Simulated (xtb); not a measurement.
Geometry relaxation, with input and output: C$_{3}$H$_{5}$Ge (charge −1) (part 2 of 4)

Continued. System: C$_{3}$H$_{5}$Ge, charge −1, SMILES C#C[CH2][GeH2-]. Method: GFN2-xTB (xtb 6.7.1). 

Geometry of the input (Å):
```
C  -0.3342  1.7737  -1.5426
C  0.1090  0.9055  -0.9127
C  0.6397  -0.1876  -0.0964
Ge -0.9208  -1.5072  0.6446
H  -0.8709  2.4789  -2.1319
H  1.3209  -0.7932  -0.5142
H  1.0277  0.1416  0.8801
H  0.3392  -2.2191  1.6762
H  -1.2362  -0.5895  1.9538
```

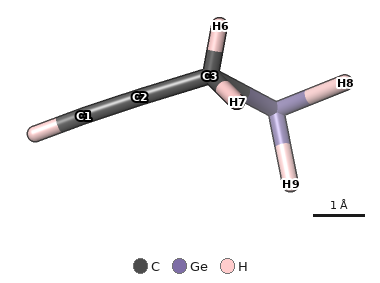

Figure 1. The input geometry (stick view, seen at a tilt; atoms are numbered from 1 in the order of the input). Sticks mark near contacts.

### What the program printed, continued
```
........................................................................
.............................. CYCLE    7 ..............................
........................................................................

 iter      E             dE          RMSdq      gap      omega  full diag
   1    -11.1997703 -0.111998E+02  0.192E-01    4.58       0.0  T
   2    -11.1997709 -0.660552E-06  0.115E-01    4.59       1.0  T
   3    -11.1997654  0.551630E-05  0.301E-02    4.58       1.1  T
   4    -11.1997711 -0.571800E-05  0.860E-03    4.59       3.9  T
   5    -11.1997714 -0.274637E-06  0.393E-03    4.59       8.5  T
   6    -11.1997714 -0.404534E-07  0.164E-03    4.59      20.3  T
   7    -11.1997714 -0.317641E-08  0.655E-04    4.59      50.9  T
   8    -11.1997714 -0.387518E-09  0.719E-05    4.59     463.4  T
     SCC iter.                  ...        0 min,  0.003 sec
     gradient                   ...        0 min,  0.003 sec
 * total energy  :   -11.0042954 Eh     change       -0.1383806E-03 Eh
   gradient norm :     0.0024013 Eh/α   predicted    -0.1339890E-03 (  -3.17%)
   displ. norm   :     0.0250493 α      lambda       -0.2318574E-04
   maximum displ.:     0.0158671 α      in ANC's #4, #1, #9, ...

........................................................................
.............................. CYCLE    8 ..............................
........................................................................

 iter      E             dE          RMSdq      gap      omega  full diag
   1    -11.1998366 -0.111998E+02  0.844E-02    4.59       0.0  T
   2    -11.1998366 -0.581631E-07  0.505E-02    4.60       1.0  T
   3    -11.1998349  0.169808E-05  0.140E-02    4.59       2.4  T
   4    -11.1998367 -0.179121E-05  0.264E-03    4.59      12.6  T
   5    -11.1998367 -0.157692E-07  0.839E-04    4.59      39.7  T
   6    -11.1998367 -0.120252E-08  0.593E-04    4.59      56.3  T
     SCC iter.                  ...        0 min,  0.002 sec
     gradient                   ...        0 min,  0.003 sec
 * total energy  :   -11.0043102 Eh     change       -0.1481270E-04 Eh
   gradient norm :     0.0023716 Eh/α   predicted    -0.1159913E-04 ( -21.69%)
   displ. norm   :     0.0317391 α      lambda       -0.3342895E-04
   maximum displ.:     0.0145794 α      in ANC's #10, #1, #2, ...

........................................................................
.............................. CYCLE    9 ..............................
........................................................................

 iter      E             dE          RMSdq      gap      omega  full diag
   1    -11.1999264 -0.111999E+02  0.870E-02    4.61       0.0  T
   2    -11.1999266 -0.221402E-06  0.508E-02    4.60       1.0  T
   3    -11.1999249  0.171783E-05  0.186E-02    4.60       1.8  T
   4    -11.1999268 -0.186779E-05  0.573E-03    4.60       5.8  T
   5    -11.1999268  0.253568E-07  0.259E-03    4.60      12.9  T
   6    -11.1999268 -0.432470E-07  0.488E-04    4.60      68.2  T
   7    -11.1999268 -0.845422E-10  0.141E-04    4.60     235.8  T
     SCC iter.                  ...        0 min,  0.003 sec
     gradient                   ...        0 min,  0.003 sec
 * total energy  :   -11.0043336 Eh     change       -0.2341387E-04 Eh
   gradient norm :     0.0019435 Eh/α   predicted    -0.1673250E-04 ( -28.54%)
   displ. norm   :     0.0684309 α      lambda       -0.3119435E-04
   maximum displ.:     0.0500646 α      in ANC's #1, #15, #10, ...

........................................................................
.............................. CYCLE   10 ..............................
........................................................................

 iter      E             dE          RMSdq      gap      omega  full diag
   1    -11.2000437 -0.112000E+02  0.177E-01    4.61       0.0  T
   2    -11.2000440 -0.320842E-06  0.106E-01    4.60       1.0  T
   3    -11.2000312  0.128119E-04  0.434E-02    4.60       1.0  T
   4    -11.2000449 -0.136764E-04  0.857E-03    4.60       3.9  T
   5    -11.2000449  0.105081E-07  0.383E-03    4.60       8.7  T
   6    -11.2000449 -0.486029E-07  0.823E-04    4.60      40.5  T
   7    -11.2000449 -0.428749E-09  0.237E-04    4.60     140.6  T
     SCC iter.                  ...        0 min,  0.003 sec
     gradient                   ...        0 min,  0.003 sec
 * total energy  :   -11.0043434 Eh     change       -0.9743650E-05 Eh
   gradient norm :     0.0027937 Eh/α   predicted    -0.1562991E-04 (  60.41%)
   displ. norm   :     0.0270319 α      lambda       -0.2662005E-04
   maximum displ.:     0.0215345 α      in ANC's #3, #7, #5, ...

........................................................................
.............................. CYCLE   11 ..............................
........................................................................

 iter      E             dE          RMSdq      gap      omega  full diag
   1    -11.2004142 -0.112004E+02  0.612E-02    4.61       0.0  T
   2    -11.2004143 -0.694167E-07  0.372E-02    4.61       1.0  T
   3    -11.2004142  0.106500E-06  0.592E-03    4.61       5.6  T
   4    -11.2004143 -0.993643E-07  0.279E-03    4.61      12.0  T
   5    -11.2004143 -0.135326E-07  0.162E-03    4.61      20.6  T
   6    -11.2004143 -0.171336E-07  0.608E-04    4.61      54.8  T
   7    -11.2004143 -0.482276E-09  0.256E-04    4.61     130.1  T
     SCC iter.                  ...        0 min,  0.003 sec
     gradient                   ...        0 min,  0.003 sec
 * total energy  :   -11.0043587 Eh     change       -0.1527981E-04 Eh
   gradient norm :     0.0025614 Eh/α   predicted    -0.1332109E-04 ( -12.82%)
   displ. norm   :     0.0181989 α      lambda       -0.1291069E-04
   maximum displ.:     0.0128318 α      in ANC's #3, #5, #10, ...

........................................................................
.............................. CYCLE   12 ..............................
........................................................................

 iter      E             dE          RMSdq      gap      omega  full diag
   1    -11.2004450 -0.112004E+02  0.405E-02    4.60       0.0  T
   2    -11.2004451 -0.106471E-06  0.242E-02    4.61       1.4  T
   3    -11.2004450  0.963985E-07  0.996E-03    4.61       3.3  T
   4    -11.2004452 -0.116341E-06  0.504E-03    4.61       6.6  T
   5    -11.2004451  0.185005E-07  0.188E-03    4.61      17.8  T
   6    -11.2004452 -0.294276E-07  0.383E-04    4.61      87.0  T
   7    -11.2004452 -0.922533E-10  0.112E-04    4.61     297.3  T
     SCC iter.                  ...        0 min,  0.003 sec
     gradient                   ...        0 min,  0.003 sec
 * total energy  :   -11.0043680 Eh     change       -0.9300740E-05 Eh
   gradient norm :     0.0016092 Eh/α   predicted    -0.6458506E-05 ( -30.56%)
   displ. norm   :     0.0322337 α      lambda       -0.1054631E-04
   maximum displ.:     0.0249942 α      in ANC's #3, #1, #17, ...

........................................................................
.............................. CYCLE   13 ..............................
........................................................................

 iter      E             dE          RMSdq      gap      omega  full diag
   1    -11.2001908 -0.112002E+02  0.314E-02    4.60       0.0  T
   2    -11.2001910 -0.174880E-06  0.182E-02    4.60       1.8  T
   3    -11.2001903  0.699352E-06  0.133E-02    4.60       2.5  T
   4    -11.2001911 -0.830515E-06  0.523E-03    4.60       6.4  T
   5    -11.2001911  0.323623E-07  0.284E-03    4.60      11.8  T
   6    -11.2001912 -0.500285E-07  0.378E-04    4.60      88.2  T
   7    -11.2001912 -0.466009E-10  0.657E-05    4.60     507.3  T
     SCC iter.                  ...        0 min,  0.003 sec
     gradient                   ...        0 min,  0.003 sec
 * total energy  :   -11.0043766 Eh     change       -0.8601702E-05 Eh
   gradient norm :     0.0012378 Eh/α   predicted    -0.5274620E-05 ( -38.68%)
   displ. norm   :     0.0271431 α      lambda       -0.5760293E-05
   maximum displ.:     0.0218322 α      in ANC's #1, #17, #5, ...

........................................................................
.............................. CYCLE   14 ..............................
........................................................................

 iter      E             dE          RMSdq      gap      omega  full diag
   1    -11.2001790 -0.112002E+02  0.510E-02    4.60       0.0  T
   2    -11.2001789  0.589003E-07  0.310E-02    4.60       1.1  T
   3    -11.2001755  0.344911E-05  0.204E-02    4.60       1.6  T
   4    -11.2001792 -0.372417E-05  0.163E-03    4.60      20.4  T
   5    -11.2001792 -0.374119E-10  0.451E-04    4.60      73.9  T
   6    -11.2001792 -0.293964E-09  0.170E-04    4.60     196.1  T
     SCC iter.                  ...        0 min,  0.002 sec
     gradient                   ...        0 min,  0.003 sec
 * total energy  :   -11.0043820 Eh     change       -0.5459061E-05 Eh
   gradient norm :     0.0009938 Eh/α   predicted    -0.2883330E-05 ( -47.18%)
   displ. norm   :     0.0550187 α      lambda       -0.9762828E-05
   maximum displ.:     0.0396489 α      in ANC's #1, #2, #17, ...

........................................................................
.............................. CYCLE   15 ..............................
........................................................................

 iter      E             dE          RMSdq      gap      omega  full diag
   1    -11.2001101 -0.112001E+02  0.143E-01    4.59       0.0  T
   2    -11.2001100  0.138668E-06  0.866E-02    4.59       1.0  T
   3    -11.2000982  0.117816E-04  0.381E-02    4.59       1.0  T
   4    -11.2001107 -0.124913E-04  0.299E-03    4.59      11.1  T
   5    -11.2001107  0.142069E-08  0.225E-03    4.59      14.8  T
   6    -11.2001107 -0.371888E-08  0.383E-04    4.59      87.0  T
   7    -11.2001107 -0.254353E-09  0.250E-04    4.59     133.5  T
     SCC iter.                  ...        0 min,  0.003 sec
     gradient                   ...        0 min,  0.003 sec
 * total energy  :   -11.0043860 Eh     change       -0.3940231E-05 Eh
   gradient norm :     0.0011123 Eh/α   predicted    -0.4890116E-05 (  24.11%)
   displ. norm   :     0.0154074 α      lambda       -0.4470709E-05
   maximum displ.:     0.0067996 α      in ANC's #3, #2, #5, ...

........................................................................
.............................. CYCLE   16 ..............................
........................................................................

 iter      E             dE          RMSdq      gap      omega  full diag
   1    -11.2003281 -0.112003E+02  0.422E-02    4.60       0.0  T
   2    -11.2003281 -0.181956E-07  0.269E-02    4.60       1.2  T
   3    -11.2003279  0.212109E-06  0.744E-03    4.60       4.5  T
   4    -11.2003281 -0.218143E-06  0.155E-03    4.60      21.5  T
   5    -11.2003282 -0.127758E-07  0.775E-04    4.60      43.0  T
   6    -11.2003282 -0.418520E-09  0.137E-04    4.60     244.2  T
     SCC iter.                  ...        0 min,  0.002 sec
     gradient                   ...        0 min,  0.003 sec
 * total energy  :   -11.0043903 Eh     change       -0.4306421E-05 Eh
   gradient norm :     0.0004005 Eh/α   predicted    -0.2234547E-05 ( -48.11%)
   displ. norm   :     0.0162893 α      lambda       -0.1544670E-05
   maximum displ.:     0.0119906 α      in ANC's #2, #3, #8, ...

   *** GEOMETRY OPTIMIZATION CONVERGED AFTER 16 ITERATIONS ***

------------------------------------------------------------------------
 total energy gain   :        -0.0154065 Eh       -9.6677 kcal/mol
 total RMSD          :         0.1604445 a0        0.0849 Å
 total power (kW/mol):        -2.5281027 (step) -303.0179 (real)
------------------------------------------------------------------------

 ANCopt (total)                0 d,  0 h,  0 min,  0.134 sec
 optimizer setup                ...        0 min,  0.000 sec (  0.111%)
 model hessian                  ...        0 min,  0.001 sec (  0.622%)
 ANC generation                 ...        0 min,  0.000 sec (  0.226%)
 coordinate transformation      ...        0 min,  0.000 sec (  0.166%)
 single point calculation       ...        0 min,  0.127 sec ( 95.194%)
 optimization log               ...        0 min,  0.002 sec (  1.202%)
 hessian update                 ...        0 min,  0.000 sec (  0.198%)
 rational function              ...        0 min,  0.002 sec (  1.418%)

================
 final structure:
================
9
 xtb: 6.7.1
C           -0.38191664705057        1.70089416862124       -1.56925167361080
C            0.09612539634000        0.86303141112821       -0.84857033815991
C            0.61154402526341       -0.16108147958123       -0.01359688966516
Ge          -0.88020392852142       -1.52133416413762        0.64257741187089
H           -0.82376626689284        2.43467799937147       -2.17868442632864
H            1.35280325061308       -0.75396738401166       -0.56322849877037
H            1.09382008172623        0.26785366194647        0.86469253454324
H            0.29700264741752       -2.29017786890936        1.64769531118481
H           -1.29114855889545       -0.53686634442756        1.97545656893597

 Bond Distances (Angstroems)
 ---------------------------
C1-C2=1.2041         C1-H5=1.0512         C2-C1=1.2041         C2-C3=1.4183         C3-C2=1.4183         C3-Ge4=2.1228
C3-H6=1.0968         C3-H7=1.0899         Ge4-C3=2.1228        Ge4-H8=1.7284        Ge4-H9=1.7072        H5-C1=1.0512
H6-C3=1.0968         H7-C3=1.0899         H8-Ge4=1.7284        H9-Ge4=1.7072
 C  H  Rav=1.0793 sigma=0.0201  Rmin=1.0512  Rmax=1.0968     3
 C  C  Rav=1.3112 sigma=0.1071  Rmin=1.2041  Rmax=1.4183     2
 Ge H  Rav=1.7178 sigma=0.0106  Rmin=1.7072  Rmax=1.7284     2
 Ge C  Rav=2.1228 sigma=0.0000  Rmin=2.1228  Rmax=2.1228     1

 selected bond angles (degree)
 --------------------
H5-C1-C2=178.28                C3-C2-C1=177.49                Ge4-C3-C2=112.91               H6-C3-C2=109.93
H6-C3-Ge4=106.47               H7-C3-C2=110.55                H7-C3-Ge4=108.30               H7-C3-H6=108.51
H8-Ge4-C3= 89.21               H9-Ge4-C3= 92.35               H9-Ge4-H8= 88.08

 selected dihedral angles (degree)
 ---------------------------------
C3-C2-C1-H5= 65.61            Ge4-C3-C2-C1=336.78           H6-C3-C2-C1= 95.50            H7-C3-C2-C1=215.28
H8-Ge4-C3-C2=185.71           H8-Ge4-C3-H6= 64.99           H8-Ge4-C3-H7=308.47           H9-Ge4-C3-C2=273.75
H9-Ge4-C3-H6=153.03           H9-Ge4-C3-H7= 36.51
           -------------------------------------------------
          |                Final Singlepoint                |
           -------------------------------------------------

          ...................................................
          :                      SETUP                      :
          :.................................................:
          :  # basis functions                  27          :
          :  # atomic orbitals                  26          :
          :  # shells                           14          :
          :  # electrons                        22          :
          :  max. iterations                   250          :
          :  Hamiltonian                  GFN2-xTB          :
          :  restarted?                      false          :
          :  GBSA solvation                  false          :
          :  PC potential                    false          :
          :  electronic temp.          300.0000000     K    :
          :  accuracy                    1.0000000          :
          :  -> integral cutoff          0.2500000E+02      :
          :  -> integral neglect         0.1000000E-07      :
          :  -> SCF convergence          0.1000000E-05 Eh   :
          :  -> wf. convergence          0.1000000E-03 e    :
          :  Broyden damping             0.4000000          :
          :  net charge                         -1          :
          :  unpaired electrons                  0          :
          ...................................................

 iter      E             dE          RMSdq      gap      omega  full diag
   1    -11.2003282 -0.112003E+02  0.655E-05    4.60       0.0  T
   2    -11.2003282 -0.128075E-11  0.189E-05    4.60    1761.2  T
   3    -11.2003282 -0.770939E-12  0.282E-05    4.60    1180.3  T

   *** convergence criteria satisfied after 3 iterations ***
```
